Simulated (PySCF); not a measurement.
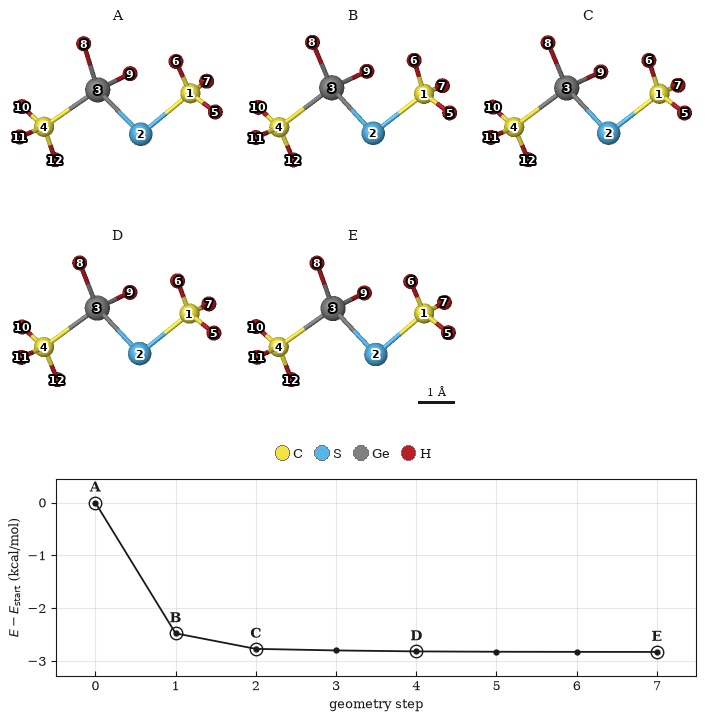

Frames of a relaxation of C₂H₈GeS, marked on the history of the run. A ball-and-stick model, seen at a tilt.

The start comes from GFN2-xTB. Its atoms were then displaced at random by about 0.01 Å.

All numbers below come from PBE0-D3(BJ)/def2-SVP geometry optimisation, gas phase in PySCF 2.14.0, density-fitted response routines. 

What happens along the run?

Answer. Over 7 geometry steps the energy falls by 2.83 kcal/mol. H9 moves most after the best rigid fit: 0.12 Å. By element the largest moves are H 0.12 Å, S 0.07 Å, Ge 0.04 Å, C 0.04 Å. Among the contacts that change: Ge3–H9 1.493 → 1.545 Å, C1–H5 1.052 → 1.099 Å, Ge3–C4 1.918 → 1.946 Å, Ge3–H8 1.530 → 1.545 Å. Among the angles between lasting bonds that change: H8–Ge3–H9 104.3° → 108.4°, H5–C1–H6 111.8° → 108.5°, H10–C4–H11 105.7° → 108.8°. From step 0 to 1: H8 moves most (0.18 Å), energy −2.47 kcal/mol. From step 1 to 2: H9 moves most (0.04 Å), energy −0.29 kcal/mol. From step 2 to 4: H9 moves most (0.07 Å), energy −0.05 kcal/mol. From step 4 to 7: S2 moves most (0.07 Å), energy −0.01 kcal/mol.

```
step  E − E(0), kcal/mol
   0                0.00
   1               -2.47
   2               -2.77
   3               -2.80
   4               -2.82
   5               -2.82
   6               -2.83
   7               -2.83
```
